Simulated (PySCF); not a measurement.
# Run report: SiH₄S₂, geometry relaxation (part 3 of 3)

The same run, continued: SiH₄S₂, SMILES [SiH3]SS; HF/STO-6G, RHF, COSMO solvent water (PySCF 2.14.0). The geometry: force field.

Geometry of the input (Å):
```
Si -0.8069  0.4865  -0.1725
S  0.3846  -0.1325  1.4383
S  1.3923  -1.6181  0.4648
H  -1.6648  -0.5668  -0.6295
H  0.0134  0.9575  -1.3289
H  -1.6815  1.6938  0.2700
H  2.4242  -0.8884  -0.0878
```

Output, continued:
```
Geometry optimization cycle 8
Cartesian coordinates (Angstrom)
 Atom        New coordinates             dX        dY        dZ
  Si  -0.855826   0.537883  -0.213106   -0.000235  0.000215 -0.000209
   S   0.408786  -0.114737   1.356395    0.000436  0.000399 -0.000709
   S   1.454616  -1.649461   0.448726   -0.000411  0.000032 -0.001097
   H  -1.722683  -0.504919  -0.632267    0.000152 -0.000079 -0.000141
   H  -0.091898   0.970875  -1.328382   -0.000895  0.000911 -0.000419
   H  -1.624638   1.620843   0.284216   -0.000574 -0.000338  0.000360
   H   2.492943  -0.928484   0.038818    0.001528 -0.001140  0.002214
New geometry
   1 Si    -0.855826079355   0.537883187464  -0.213106293226 AA   -1.617276900241   1.016451911316  -0.402712529618 Bohr
   2 S      0.408785807769  -0.114737268773   1.356395089587 AA    0.772493220292  -0.216822014262   2.563215236025 Bohr
   3 S      1.454616010017  -1.649461364695   0.448726052000 AA    2.748825875339  -3.117030232325   0.847969343237 Bohr
   4 H     -1.722682787404  -0.504918608074  -0.632266849053 AA   -3.255398667697  -0.954157884456  -1.194811182352 Bohr
   5 H     -0.091898184843   0.970874601590  -1.328382260863 AA   -0.173662400698   1.834687098302  -2.510278661762 Bohr
   6 H     -1.624637843080   1.620843066269   0.284216350081 AA   -3.070120575025   3.062949486149   0.537091061777 Bohr
   7 H      2.492943076899  -0.928483613788   0.038817911469 AA    4.710979659470  -1.754579741206   0.073355221405 Bohr

******** <class 'pyscf.scf.hf.PCMRHF_Scanner'> ********
method = PCMRHF_Scanner
initial guess = minao
damping factor = 0
level_shift factor = 0
DIIS = <class 'pyscf.scf.diis.CDIIS'>
diis_start_cycle = 1
diis_space = 8
diis_damp = 0
SCF conv_tol = 1e-09
SCF conv_tol_grad = None
SCF max_cycles = 50
direct_scf = True
direct_scf_tol = 1e-13
******** <class 'pyscf.solvent.pcm.PCM'> (In testing) ********

WARN: PCM is an experimental feature. It is still in testing.
Features and APIs may be changed in the future.

lebedev_order = 29 (302 grids per sphere)
eps = 78.3553
frozen = False
Set gradient conv threshold to 3.16228e-05
PCM E_diel = -0.00270380891732147
Solvent Energy = -0.00270380891732147
init E= -1082.58011737857
  HOMO = -0.25487934564907  LUMO = 0.333170820594422  gap/eV = 16.00166
PCM E_diel = -0.00270259937545988
Solvent Energy = -0.00270259937545988
cycle= 1 E= -1082.5800640459  delta_E= 5.33e-05  |g|= 0.000606  |ddm|= 0.00448
  HOMO = -0.254895063405257  LUMO = 0.333172537594935  gap/eV = 16.00213
PCM E_diel = -0.00270200552454454
Solvent Energy = -0.00270200552454454
cycle= 2 E= -1082.58006437535  delta_E= -3.29e-07  |g|= 0.000265  |ddm|= 0.00188
  HOMO = -0.254890876262586  LUMO = 0.333179229941988  gap/eV = 16.00220
PCM E_diel = -0.00270155373350303
Solvent Energy = -0.00270155373350303
cycle= 3 E= -1082.58006445525  delta_E= -7.99e-08  |g|= 1.77e-05  |ddm|= 0.00146
  HOMO = -0.254891491514486  LUMO = 0.333178276457119  gap/eV = 16.00219
PCM E_diel = -0.00270156077586442
Solvent Energy = -0.00270156077586442
cycle= 4 E= -1082.58006445567  delta_E= -4.22e-10  |g|= 4.42e-06  |ddm|= 8.7e-05
  HOMO = -0.254891577318156  LUMO = 0.333178415087449  gap/eV = 16.00220
PCM E_diel = -0.00270156112519468
Solvent Energy = -0.00270156112519468
Extra cycle  E= -1082.5800644557  delta_E= -2.48e-11  |g|= 2.35e-06  |ddm|= 1.56e-05
converged SCF energy = -1082.5800644557

******** <class 'pyscf.grad.rhf.PCMGradients_Scanner'> for <class 'pyscf.scf.hf.PCMRHF_Scanner'> ********
unit = Eh/Bohr
--------------- PCMRHF_Scanner (+PCM) gradients ---------------
         x                y                z
0 Si     0.0000133993    -0.0000149658     0.0000044145
1 S     0.0000006295    -0.0000049834     0.0000024047
2 S    -0.0000128689     0.0000255260     0.0000085127
3 H    -0.0000151391    -0.0000043342     0.0000082877
4 H     0.0000006338    -0.0000050615    -0.0000199023
5 H     0.0000073261     0.0000086725     0.0000056548
6 H     0.0000060194    -0.0000048536    -0.0000093722
----------------------------------------------
cycle 8: E = -1082.58006446  dE = -1.33802e-07  norm(grad) = 4.88973e-05
Step    7 : Displace = 1.352e-03/2.751e-03 (rms/max) Trust = 2.828e-01 (+) Grad = 1.848e-05/2.983e-05 (rms/max) E (change) = -1082.5800644557 (-1.338e-07) Quality = 1.228
Hessian Eigenvalues: 8.18424e-03 2.40057e-02 4.71365e-02 ... 2.92469e-01 3.21539e-01 3.74846e-01

Geometry optimization cycle 9
Cartesian coordinates (Angstrom)
 Atom        New coordinates             dX        dY        dZ
  Si  -0.855899   0.538066  -0.213207   -0.000072  0.000183 -0.000101
   S   0.408979  -0.114509   1.356106    0.000193  0.000228 -0.000289
   S   1.454384  -1.649614   0.448493   -0.000232 -0.000153 -0.000233
   H  -1.722182  -0.505066  -0.632652    0.000501 -0.000147 -0.000385
   H  -0.092151   0.971674  -1.328323   -0.000252  0.000800  0.000060
   H  -1.625275   1.620524   0.284294   -0.000637 -0.000320  0.000077
   H   2.493442  -0.929075   0.039689    0.000499 -0.000591  0.000872
New geometry
   1 Si    -0.855898540301   0.538065908629  -0.213206946598 AA   -1.617413831583   1.016797204274  -0.402902736925 Bohr
   2 S      0.408979254464  -0.114509004071   1.356105949740 AA    0.772858781565  -0.216390656491   2.562668840901 Bohr
   3 S      1.454384118364  -1.649614202563   0.448492694846 AA    2.748387663625  -3.117319054038   0.847528362126 Bohr
   4 H     -1.722181538788  -0.505065626154  -0.632652318494 AA   -3.254451445091  -0.954435708363  -1.195539614024 Bohr
   5 H     -0.092150627628   0.971674423500  -1.328322537267 AA   -0.174139448425   1.836198542660  -2.510165800521 Bohr
   6 H     -1.625274547870   1.620523540418   0.284293681259 AA   -3.071323772700   3.062345669801   0.537237196524 Bohr
   7 H      2.493441881765  -0.929075039768   0.039689476515 AA    4.711922264055  -1.755697374331   0.075002240641 Bohr

******** <class 'pyscf.scf.hf.PCMRHF_Scanner'> ********
method = PCMRHF_Scanner
initial guess = minao
damping factor = 0
level_shift factor = 0
DIIS = <class 'pyscf.scf.diis.CDIIS'>
diis_start_cycle = 1
diis_space = 8
diis_damp = 0
SCF conv_tol = 1e-09
SCF conv_tol_grad = None
SCF max_cycles = 50
direct_scf = True
direct_scf_tol = 1e-13
******** <class 'pyscf.solvent.pcm.PCM'> (In testing) ********

WARN: PCM is an experimental feature. It is still in testing.
Features and APIs may be changed in the future.

lebedev_order = 29 (302 grids per sphere)
eps = 78.3553
frozen = False
Set gradient conv threshold to 3.16228e-05
PCM E_diel = -0.00270193386166396
Solvent Energy = -0.00270193386166396
init E= -1082.58007007604
  HOMO = -0.254880036139285  LUMO = 0.333145155119407  gap/eV = 16.00098
PCM E_diel = -0.00270134476518071
Solvent Energy = -0.00270134476518071
cycle= 1 E= -1082.58006444484  delta_E= 5.63e-06  |g|= 0.00023  |ddm|= 0.00168
  HOMO = -0.254883245868887  LUMO = 0.333153200575536  gap/eV = 16.00129
PCM E_diel = -0.00270111919354698
Solvent Energy = -0.00270111919354698
cycle= 2 E= -1082.58006449157  delta_E= -4.67e-08  |g|= 9.92e-05  |ddm|= 0.000687
  HOMO = -0.254882518483118  LUMO = 0.333154483677318  gap/eV = 16.00130
PCM E_diel = -0.00270097858960044
Solvent Energy = -0.00270097858960044
cycle= 3 E= -1082.58006450289  delta_E= -1.13e-08  |g|= 1.06e-05  |ddm|= 0.000524
  HOMO = -0.254883308143843  LUMO = 0.333154661161218  gap/eV = 16.00133
PCM E_diel = -0.00270096922478531
Solvent Energy = -0.00270096922478531
cycle= 4 E= -1082.58006450304  delta_E= -1.51e-10  |g|= 2.36e-06  |ddm|= 5.32e-05
  HOMO = -0.254883150453452  LUMO = 0.333154480665157  gap/eV = 16.00132
PCM E_diel = -0.00270097079571563
Solvent Energy = -0.00270097079571563
Extra cycle  E= -1082.58006450305  delta_E= -4.09e-12  |g|= 1.22e-06  |ddm|= 8.12e-06
converged SCF energy = -1082.58006450305

******** <class 'pyscf.grad.rhf.PCMGradients_Scanner'> for <class 'pyscf.scf.hf.PCMRHF_Scanner'> ********
unit = Eh/Bohr
--------------- PCMRHF_Scanner (+PCM) gradients ---------------
         x                y                z
0 Si     0.0000003600     0.0000013126    -0.0000006649
1 S     0.0000025071     0.0000082583    -0.0000023342
2 S    -0.0000006071    -0.0000023506    -0.0000033275
3 H    -0.0000033148     0.0000027612     0.0000132829
4 H    -0.0000081481    -0.0000130251    -0.0000026135
5 H     0.0000072097     0.0000028414    -0.0000042697
6 H     0.0000019932     0.0000002022    -0.0000000730
----------------------------------------------
cycle 9: E = -1082.5800645  dE = -4.73497e-08  norm(grad) = 2.48881e-05
Step    8 : Displace = 6.218e-04/1.027e-03 (rms/max) Trust = 3.000e-01 (+) Grad = 9.407e-06/1.558e-05 (rms/max) E (change) = -1082.5800645030 (-4.735e-08) Quality = 1.492
Hessian Eigenvalues: 8.18424e-03 2.40057e-02 4.71365e-02 ... 2.92469e-01 3.21539e-01 3.74846e-01
Converged! =D

converged: True
Si         -0.85589854        0.53806591       -0.21320695
S           0.40897925       -0.11450900        1.35610595
S           1.45438412       -1.64961420        0.44849269
H          -1.72218154       -0.50506563       -0.63265232
H          -0.09215063        0.97167442       -1.32832254
H          -1.62527455        1.62052354        0.28429368
H           2.49344188       -0.92907504        0.03968948

******** <class 'pyscf.solvent._attach_solvent.PCMRHF'> ********
method = PCMRHF
initial guess = minao
damping factor = 0
level_shift factor = 0
DIIS = <class 'pyscf.scf.diis.CDIIS'>
diis_start_cycle = 1
diis_space = 8
diis_damp = 0
SCF conv_tol = 1e-09
SCF conv_tol_grad = None
SCF max_cycles = 50
direct_scf = True
direct_scf_tol = 1e-13
******** <class 'pyscf.solvent.pcm.PCM'> (In testing) ********

WARN: PCM is an experimental feature. It is still in testing.
Features and APIs may be changed in the future.

lebedev_order = 29 (302 grids per sphere)
eps = 78.3553
frozen = False
Set gradient conv threshold to 3.16228e-05
Initial guess from minao.
PCM E_diel = -0.0313563451920066
Solvent Energy = -0.0313563451920066
init E= -1082.20803806809
  HOMO = -0.150311571546548  LUMO = 0.189512643243302  gap/eV = 9.24709
PCM E_diel = -0.00703234186708363
Solvent Energy = -0.00703234186708363
cycle= 1 E= -1082.55905133156  delta_E= -0.351  |g|= 0.193  |ddm|= 3.16
  HOMO = -0.234164602084331  LUMO = 0.357758973881092  gap/eV = 16.10706
PCM E_diel = -0.00317443201340323
Solvent Energy = -0.00317443201340323
cycle= 2 E= -1082.57914098603  delta_E= -0.0201  |g|= 0.0391  |ddm|= 0.407
  HOMO = -0.252925639006154  LUMO = 0.334779150696391  gap/eV = 15.99226
PCM E_diel = -0.00277927772783936
Solvent Energy = -0.00277927772783936
cycle= 3 E= -1082.58002669069  delta_E= -0.000886  |g|= 0.00719  |ddm|= 0.0872
  HOMO = -0.255072949798167  LUMO = 0.333153506047218  gap/eV = 16.00646
PCM E_diel = -0.00270188910226428
Solvent Energy = -0.00270188910226428
cycle= 4 E= -1082.58006353596  delta_E= -3.68e-05  |g|= 0.00103  |ddm|= 0.0206
  HOMO = -0.254845135977153  LUMO = 0.333177658150541  gap/eV = 16.00092
PCM E_diel = -0.0027005708385381
Solvent Energy = -0.0027005708385381
cycle= 5 E= -1082.58006444264  delta_E= -9.07e-07  |g|= 0.000235  |ddm|= 0.00339
  HOMO = -0.254871616988828  LUMO = 0.33316787163519  gap/eV = 16.00137
PCM E_diel = -0.00270090440208222
Solvent Energy = -0.00270090440208222
cycle= 6 E= -1082.58006450014  delta_E= -5.75e-08  |g|= 4.71e-05  |ddm|= 0.000942
  HOMO = -0.25488155111023  LUMO = 0.333154041146496  gap/eV = 16.00126
PCM E_diel = -0.00270095059658591
Solvent Energy = -0.00270095059658591
cycle= 7 E= -1082.58006450288  delta_E= -2.74e-09  |g|= 1.05e-05  |ddm|= 0.000216
  HOMO = -0.254883755246105  LUMO = 0.333154089384312  gap/eV = 16.00132
PCM E_diel = -0.00270096836879479
Solvent Energy = -0.00270096836879479
cycle= 8 E= -1082.58006450304  delta_E= -1.56e-10  |g|= 2.69e-06  |ddm|= 5.61e-05
  HOMO = -0.254883320456023  LUMO = 0.333154395885756  gap/eV = 16.00132
```

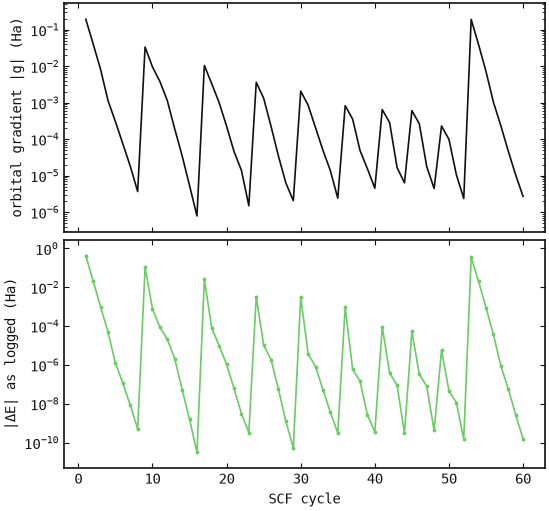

Convergence of the self-consistent field: orbital gradient |g| and size of the energy change against the SCF cycle. All cycles printed in the log are drawn one after another.

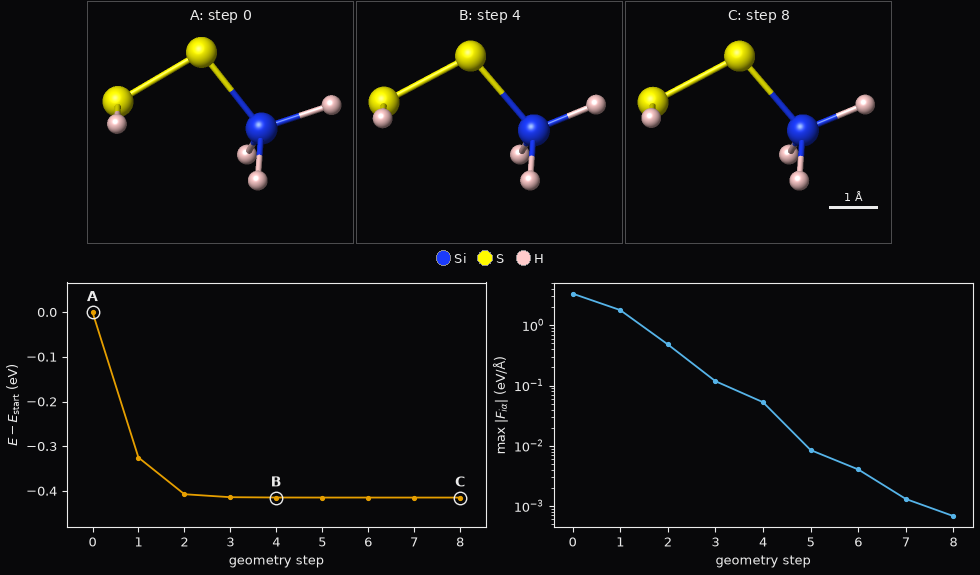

Frames of the relaxation (ball-and-stick view, seen at a tilt) above the curves, on which the letters mark them (steps are counted from 0).

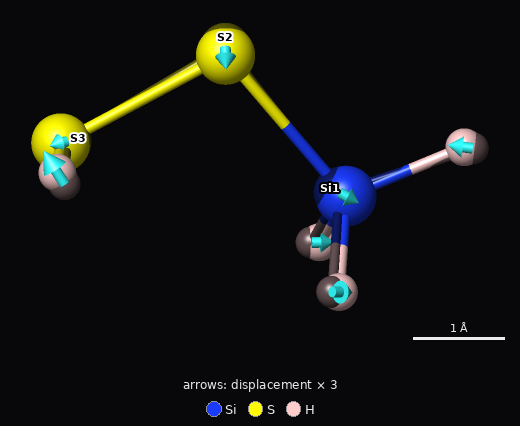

Start (faint) and end (solid) with the displacements as teal arrows, magnified 3 times (ball-and-stick view, seen at a tilt). The two geometries are laid on each other by the best rigid fit. After 8 geometry steps the energy has fallen by 0.415 eV. Largest force component: 3.3 eV/Å at the start, 0.00068 eV/Å at the end. The atom that moves furthest after the best rigid fit is H7 (0.15 Å). By element the largest moves are H 0.15 Å, S 0.09 Å, Si 0.08 Å. Among the contacts that change: Si1–H6 1.555 → 1.418 Å, Si1–H5 1.494 → 1.419 Å, S3–H7 1.379 → 1.329 Å, S2–S3 2.042 → 2.067 Å. Among the angles that change: Si1–S2–S3 97.4° → 101.9°, H5–Si1–H6 106.5° → 109.5°, S2–S3–H7 100.1° → 97.3°. (Atoms are counted from 1 in the order of the input.)

```
PCM E_diel = -0.00270097058785962
Solvent Energy = -0.00270097058785962
Extra cycle  E= -1082.58006450305  delta_E= -1.05e-11  |g|= 1.39e-06  |ddm|= 9.27e-06
converged SCF energy = -1082.58006450305
Final energy -1082.580064503049
```

Trajectory as extended XYZ (Å, eV, eV/Å), 9 frames, from step=0 to step=8:
```
7
Properties=species:S:1:pos:R:3:forces:R:3 step=0 energy=-29458.08943
Si   -0.8069    0.4865   -0.1725   -1.5803   3.3407  -1.1319
S     0.3846   -0.1325    1.4383   -0.0009   0.4550   0.3394
S     1.3923   -1.6181    0.4648    1.7997  -0.1081  -0.9116
H    -1.6648   -0.5668   -0.6295    0.2675   0.2572   0.1747
H     0.0134    0.9575   -1.3289   -0.9201  -0.7196   1.5341
H    -1.6815    1.6938    0.2700    1.7524  -2.5221  -0.7937
H     2.4242   -0.8884   -0.0878   -1.3184  -0.7031   0.7891
7
Properties=species:S:1:pos:R:3:forces:R:3 step=1 energy=-29458.41468
Si   -0.8504    0.5446   -0.2030    0.7014  -1.7832  -0.0733
S     0.4069   -0.1177    1.3671    0.0034  -0.0541   0.0766
S     1.4647   -1.6527    0.4656   -0.5984  -0.2039   0.2633
H    -1.7112   -0.4928   -0.6307   -0.0848  -0.1260  -0.0460
H    -0.0927    0.9696   -1.2867    0.5443   0.2481  -0.7631
H    -1.5936    1.5876    0.2407   -1.1380   1.6002   0.8150
H     2.4376   -0.9067    0.0014    0.5721   0.3189  -0.2726
7
Properties=species:S:1:pos:R:3:forces:R:3 step=2 energy=-29458.49681
Si   -0.8527    0.5353   -0.2108   -0.2729   0.4634   0.1533
S     0.4068   -0.1199    1.3623    0.0296  -0.0310   0.0014
S     1.4625   -1.6548    0.4603   -0.0937   0.0515   0.0306
H    -1.7154   -0.5086   -0.6328   -0.0228  -0.0121  -0.0143
H    -0.0791    0.9656   -1.3222   -0.0312  -0.0094   0.0244
H    -1.6381    1.6371    0.2810    0.3492  -0.4805  -0.1843
H     2.4774   -0.9226    0.0166    0.0418   0.0181  -0.0112
7
Properties=species:S:1:pos:R:3:forces:R:3 step=3 energy=-29458.50346
Si   -0.8534    0.5357   -0.2110    0.0514   0.0322  -0.1148
S     0.4046   -0.1155    1.3642    0.0104   0.0033  -0.0197
S     1.4529   -1.6479    0.4560    0.1079   0.0406  -0.0430
H    -1.7213   -0.5068   -0.6323    0.0249   0.0215   0.0066
H    -0.0822    0.9692   -1.3276   -0.0802  -0.0501   0.1181
H    -1.6223    1.6197    0.2827   -0.0093   0.0100  -0.0007
H     2.4829   -0.9223    0.0225   -0.1050  -0.0575   0.0535
7
Properties=species:S:1:pos:R:3:forces:R:3 step=4 energy=-29458.50415
Si   -0.8545    0.5373   -0.2128   -0.0222  -0.0320   0.0482
S     0.4077   -0.1155    1.3587   -0.0058   0.0049   0.0027
S     1.4556   -1.6492    0.4521   -0.0240  -0.0213   0.0069
H    -1.7217   -0.5047   -0.6327   -0.0031  -0.0044  -0.0011
H    -0.0895    0.9679   -1.3253    0.0364   0.0217  -0.0529
H    -1.6223    1.6208    0.2826   -0.0123   0.0156   0.0068
H     2.4859   -0.9246    0.0317    0.0311   0.0155  -0.0106
7
Properties=species:S:1:pos:R:3:forces:R:3 step=5 energy=-29458.50426
Si   -0.8555    0.5376   -0.2126    0.0066  -0.0010  -0.0038
S     0.4080   -0.1155    1.3577    0.0010   0.0009   0.0006
S     1.4557   -1.6496    0.4511   -0.0085  -0.0019   0.0004
H    -1.7226   -0.5047   -0.6320   -0.0018  -0.0020  -0.0017
H    -0.0901    0.9694   -1.3275   -0.0028  -0.0001   0.0033
H    -1.6239    1.6214    0.2834   -0.0004   0.0005   0.0016
H     2.4896   -0.9265    0.0344    0.0059   0.0036  -0.0004
7
Properties=species:S:1:pos:R:3:forces:R:3 step=6 energy=-29458.50427
Si   -0.8556    0.5377   -0.2129   -0.0019  -0.0001   0.0004
S     0.4083   -0.1151    1.3571    0.0000   0.0009  -0.0001
S     1.4550   -1.6495    0.4498    0.0041   0.0019  -0.0029
H    -1.7228   -0.5048   -0.6321    0.0015   0.0011  -0.0001
H    -0.0910    0.9700   -1.3280    0.0001   0.0005   0.0004
H    -1.6241    1.6212    0.2839    0.0003  -0.0014  -0.0005
H     2.4914   -0.9273    0.0366   -0.0040  -0.0029   0.0027
7
Properties=species:S:1:pos:R:3:forces:R:3 step=7 energy=-29458.50428
Si   -0.8558    0.5379   -0.2131   -0.0007   0.0008  -0.0002
S     0.4088   -0.1147    1.3564    0.0000   0.0003  -0.0001
S     1.4546   -1.6495    0.4487    0.0007  -0.0013  -0.0004
H    -1.7227   -0.5049   -0.6323    0.0008   0.0002  -0.0004
H    -0.0919    0.9709   -1.3284    0.0000   0.0003   0.0010
H    -1.6246    1.6208    0.2842   -0.0004  -0.0004  -0.0003
H     2.4929   -0.9285    0.0388   -0.0003   0.0003   0.0005
7
Properties=species:S:1:pos:R:3:forces:R:3 step=8 energy=-29458.50428
Si   -0.8559    0.5381   -0.2132    0.0000  -0.0001   0.0000
S     0.4090   -0.1145    1.3561   -0.0001  -0.0004   0.0001
S     1.4544   -1.6496    0.4485    0.0000   0.0001   0.0002
H    -1.7222   -0.5051   -0.6327    0.0002  -0.0001  -0.0007
H    -0.0922    0.9717   -1.3283    0.0004   0.0007   0.0001
H    -1.6253    1.6205    0.2843   -0.0004  -0.0001   0.0002
H     2.4934   -0.9291    0.0397   -0.0001   0.0000   0.0000
```

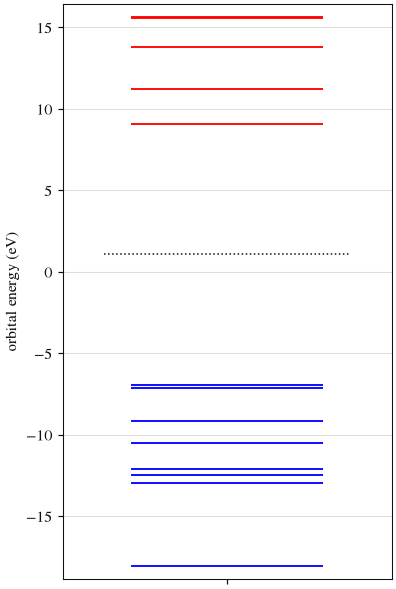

Orbital energies near the frontier; the dotted line parts filled from empty levels, and levels within 0.02 eV of each other stand side by side. Highest filled −6.94 eV, lowest empty 9.07 eV, 16.01 eV apart.
